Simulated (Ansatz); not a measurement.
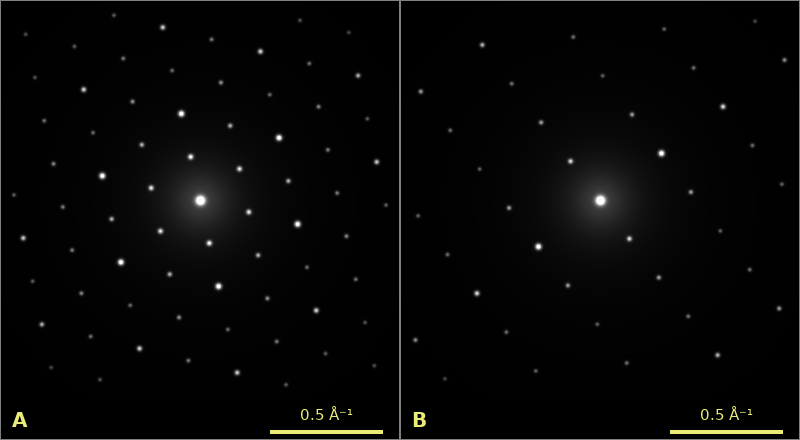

Kinematic electron diffraction patterns (200 kV, B = 0.5 Å², same scale, each along a low-index zone) of two structures of composition Sr2NbH4, each relaxed at zero pressure with DFT PBE, scalar-relativistic, plane waves, PAW (Ansatz).

The structures (standard cells):
1. Fmmm (No. 69), a = 6.591 Å, b = 7.385 Å, c = 10.067 Å, 28 atoms; generated start, possibly hypothetical
2. I4/mmm (No. 139), a = 5.756 Å, c = 7.497 Å, 14 atoms; generated start, possibly hypothetical

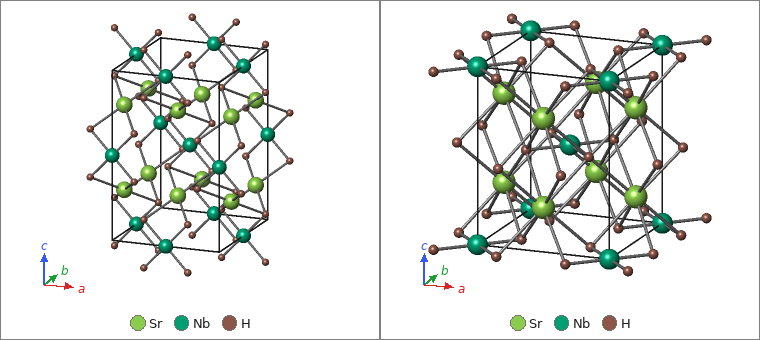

Drawings of the structures 1 to 2, from left to right (each may span several cells).

> Which pattern belongs to which structure, and along which zone?

A is structure 1 along [110] or an equivalent direction: centred rectangular net of 0 0 2 at d = 5.03 Å and 1 -1 1 at d = 4.42 Å, 64.0° apart. B is structure 2 along [101] or an equivalent direction: rectangular net of 1 0 -1 at d = 4.57 Å and 0 2 0 at d = 2.88 Å, 90.0° apart.

> Rank the structures by their computed energy.

Structure 2 (I4/mmm, 17.74 Å³ an atom) is the lowest of these; structure 1 (Fmmm, 17.50 Å³ an atom) lies about 160 meV an atom higher. These are static energies at 0 K; other structures, not shown, may lie lower still.
